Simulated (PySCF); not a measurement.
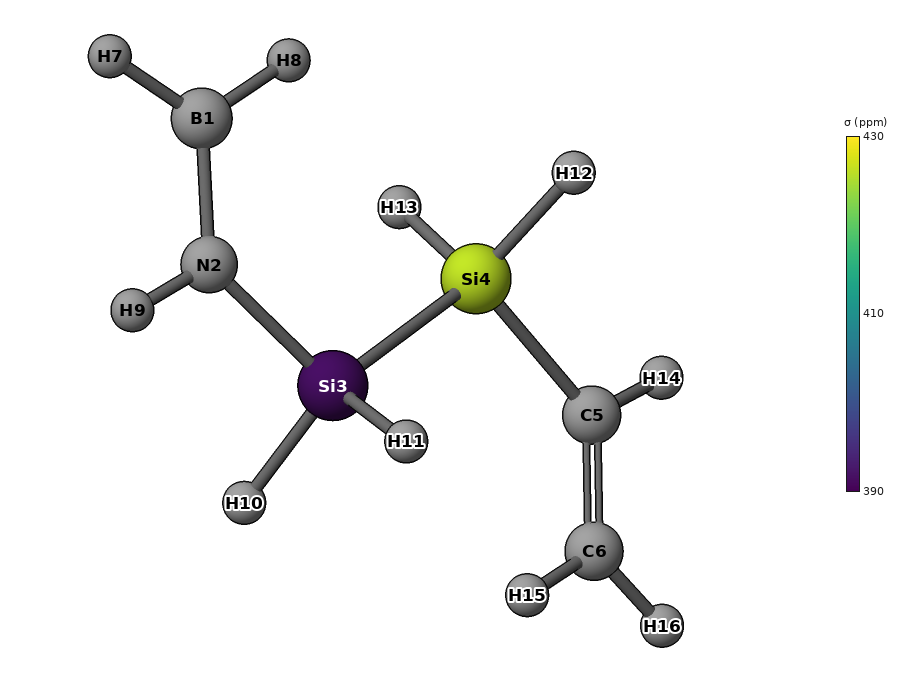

Atoms are coloured by their isotropic NMR shieldings (Si only, the others grey). Computed geometry: GFN2-xTB optimisation. No frequency run is at hand to confirm it as a minimum. Method: GIAO PBE0/pcSseg-1 NMR shielding, non-relativistic, gas phase (PySCF 2.14.0).

List the isotropic NMR shieldings of the Si atoms.

```tsv
atom	σ (ppm)
Si3	391.6
Si4	426.0
```

The geometry is semi-empirical. Around B, Si such bond lengths and angles can be off by a tenth of an ångström or more and by several degrees, and values that hang on the shape move with them.
